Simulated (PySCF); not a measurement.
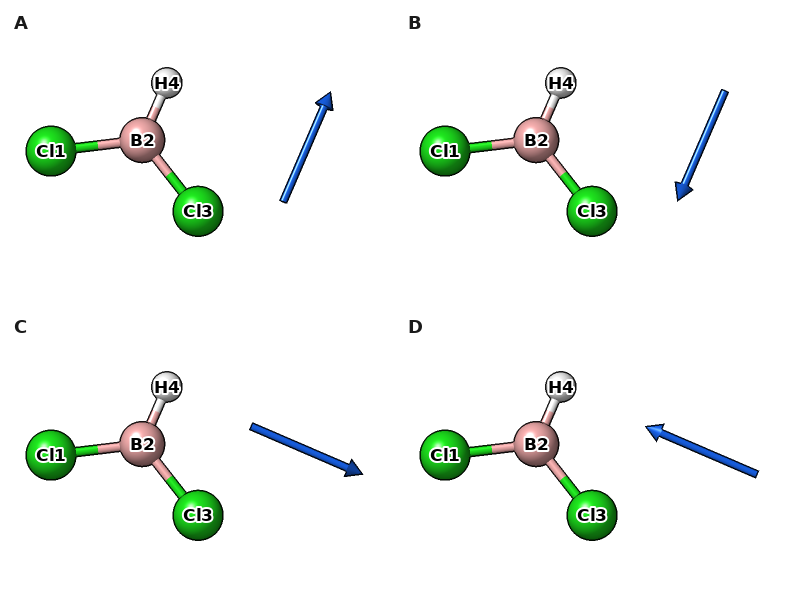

The same molecule four times, each with an arrow. Computed geometry: PBE0-D3(BJ)/def2-SVP optimisation. No frequency run is at hand to confirm it as a minimum. Method: PBE0/pcSseg-1 in water (IEF-PCM) (PySCF 2.14.0).

Which arrow points along the dipole moment, from the negative to the positive end?

A. The dipole moment is 0.76 D; it points from the side of Cl1, Cl3 to the side of H4 (the outermost atoms at the two ends).
